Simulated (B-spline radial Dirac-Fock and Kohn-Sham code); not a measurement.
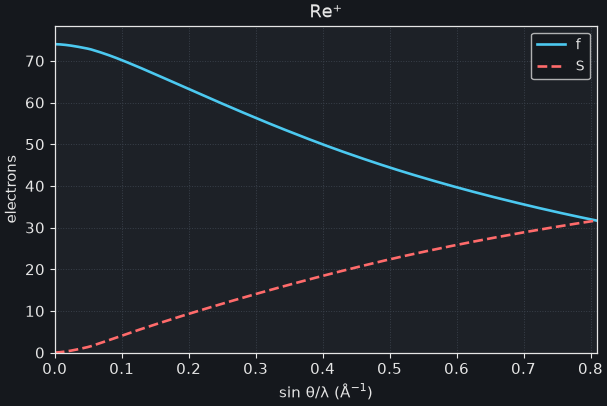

Figure. The X-ray form factor f and the incoherent scattering function S against sin θ/λ. It refers to rhenium in charge state +1 (Re⁺) in the configuration [Xe] 4f14 5d4 6s1 6p1, which is not the ground configuration. Computed with a B-spline radial atomic code: the spherical Dirac–Fock density (average of configuration), S by Waller and Hartree.

What can be read from it?

f starts at 74, the number of electrons, falls to half near sin θ/λ = 0.66 Å⁻¹, and is 42.9 at sin θ/λ = 0.53 Å⁻¹ and 25.9 at sin θ/λ = 1.01 Å⁻¹. S rises from 0 to 23.5 at sin θ/λ = 0.53 Å⁻¹ and tends to 74. The initial fall is set by Σ⟨r²⟩ = 62.8 bohr².
